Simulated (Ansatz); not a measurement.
InP2 (charge −1, quintet)

```xyz
3

In    0.6711    1.3883   -0.4280
P     0.2011   -1.1919   -0.5590
P    -0.8722   -0.1964    0.9870
```

Geometry: r2SCAN-D4/def2-TZVPD; core potentials replace the inner electrons of In; the highest occupied orbital lies above zero, a sign that basis and functional describe the outermost electron poorly.

Computed with UKS PBE0-D4/def2-TZVPD (Ansatz 0.2.0).

> What can the converged electron density, electron localisation function and spin density tell about the bonding?

P–P (2.13 Å): ρ at the midpoint is about 0.85 e/Å³; the ELF peaks at about 0.85 between the atoms (localised, covalent bonding).
In–P (2.63 Å): ρ at the midpoint is about 0.34 e/Å³; the ELF peaks at about 0.60 in the valence shell of P, 1.0 Å from its nucleus, and drops to about 0.15 between the two atoms.
The unpaired spin (4 electrons) lies mostly on In1 (about 1.7), P2 (about 1.1) and P3 (about 1.1), in electrons by Hirshfeld's partition.

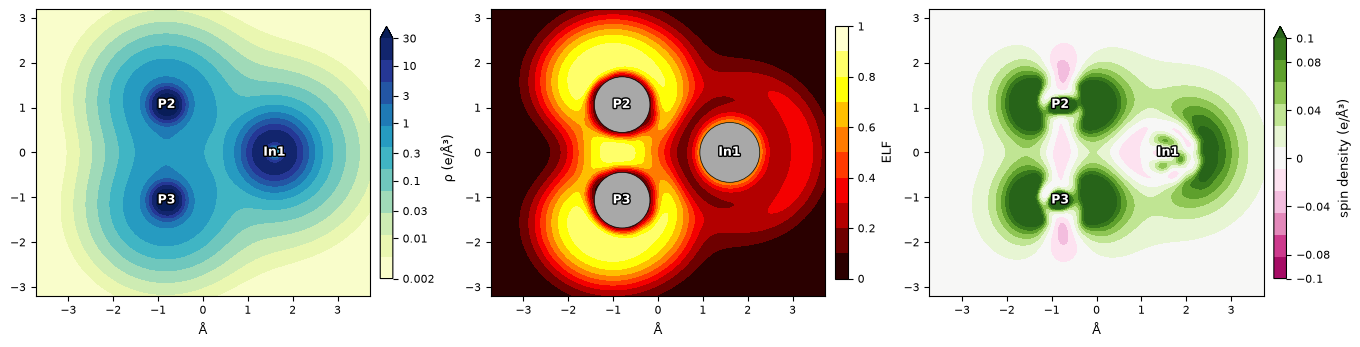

Computed electron density, electron localisation function and spin density on the molecular plane, in this order. Grey discs cover the atomic cores in the ELF map. 
